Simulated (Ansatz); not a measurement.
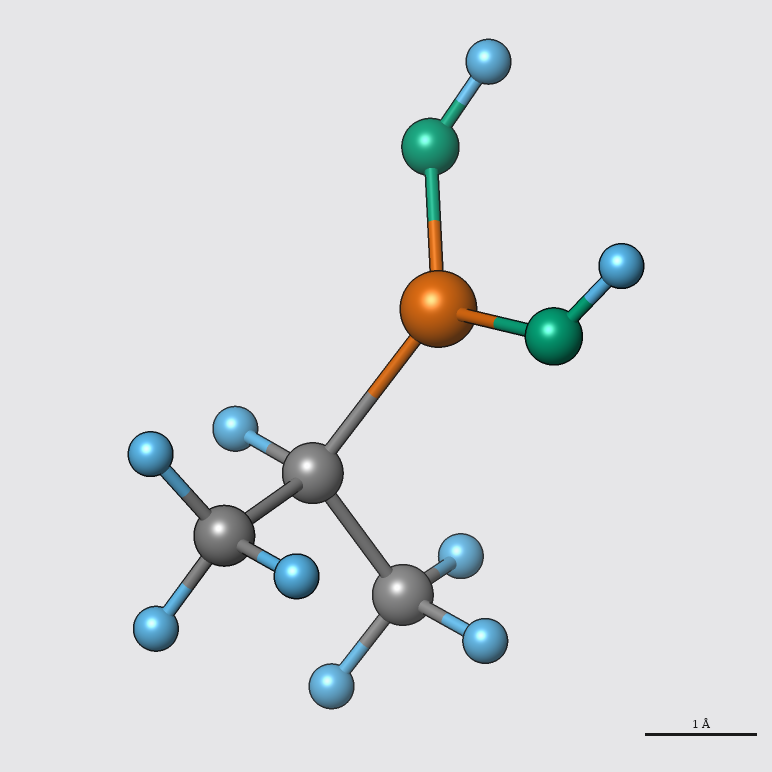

The picture shows a molecular structure as a ball-and-stick model. Every bond is drawn as one stick, whatever its order. Colours: carbon grey, aluminium orange, oxygen teal, hydrogen blue.

Computed geometry: PBE0-D4/def2-TZVP optimisation.

Identify the structure.

Formula C₃H₉AlO₂. As SMILES it reads `C[CH](C)[Al]([OH])[OH]`. Coordination: 3 C tetrahedral; 1 Al trigonal planar; 2 O bent.

The parts below concern this one geometry. Atoms keep their numbers from picture to picture.

Charges

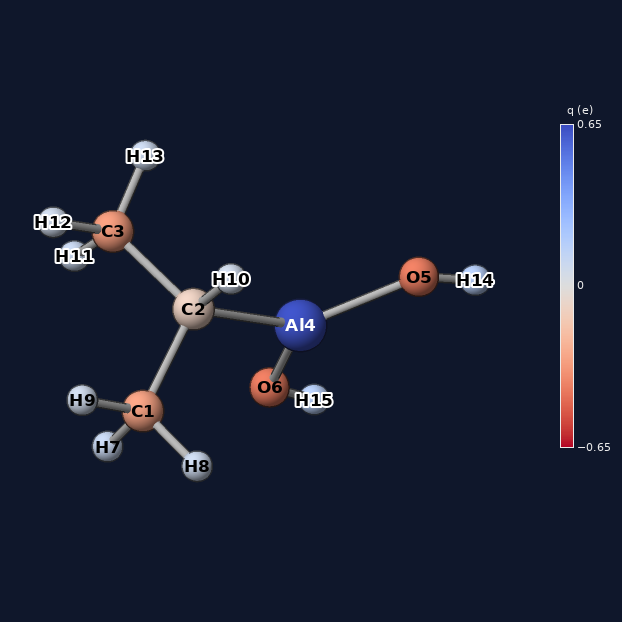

Atoms are coloured by their Mulliken charges. Method: RKS B3LYP-D4/def2-TZVPP (Ansatz 0.2.0).

> Which atom carries the highest charge (most positive or least negative)?

Al4 (0.63 e).

> And the lowest?

O6 (−0.41 e).

Give the Mulliken charges atom by atom.

| atom | value (e) |
| --- | --- |
| C1 | −0.29 |
| C2 | −0.09 |
| C3 | −0.31 |
| Al4 | 0.63 |
| O5 | −0.40 |
| O6 | −0.41 |
| H7 | 0.10 |
| H8 | 0.08 |
| H9 | 0.07 |
| H10 | 0.06 |
| H11 | 0.09 |
| H12 | 0.07 |
| H13 | 0.08 |
| H14 | 0.16 |
| H15 | 0.16 |

Vibrations

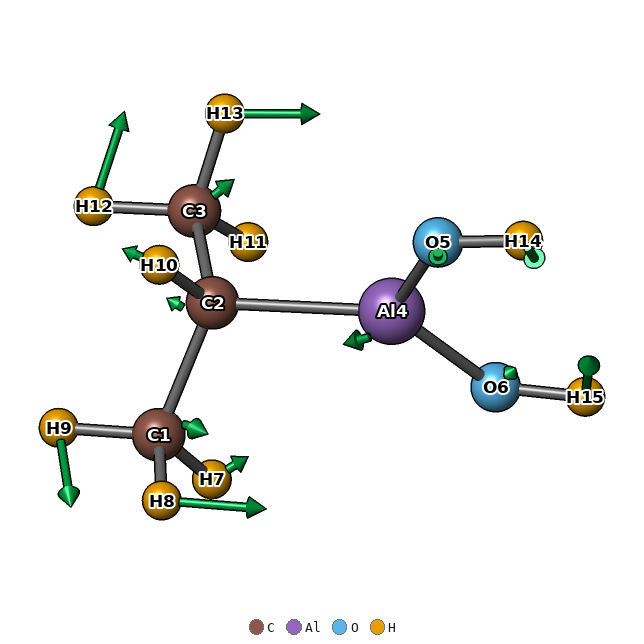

The arrows show one normal mode. Harmonic vibrations computed with RKS PBE0-D4/def2-TZVP (Ansatz 0.2.0) at a stationary point of the same level.

> Estimate its harmonic wavenumber.

305 cm⁻¹; it is mode 8 of 39 counted from the lowest.

Levels of theory compared

Program: Ansatz 0.2.0.

Tabulate dipole (D), HOMO energy (eV), HOMO–LUMO gap (eV) at these levels: B3LYP-D4/def2-TZVPP; PBE-D4/def2-TZVPP; r2SCAN-D4/def2-TZVPP; ωB97M-V/def2-TZVPP.

| level | dipole (D) | HOMO energy (eV) | HOMO–LUMO gap (eV) |
| --- | --- | --- | --- |
| B3LYP-D4/def2-TZVPP | 1.67 | −7.21 | 6.73 |
| PBE-D4/def2-TZVPP | 1.57 | −6.17 | 5.20 |
| r2SCAN-D4/def2-TZVPP | 1.68 | −6.35 | 5.89 |
| ωB97M-V/def2-TZVPP | 1.71 | −9.63 | 10.94 |

Mulliken values depend strongly on the basis set and can even reverse the polarity of a bond.
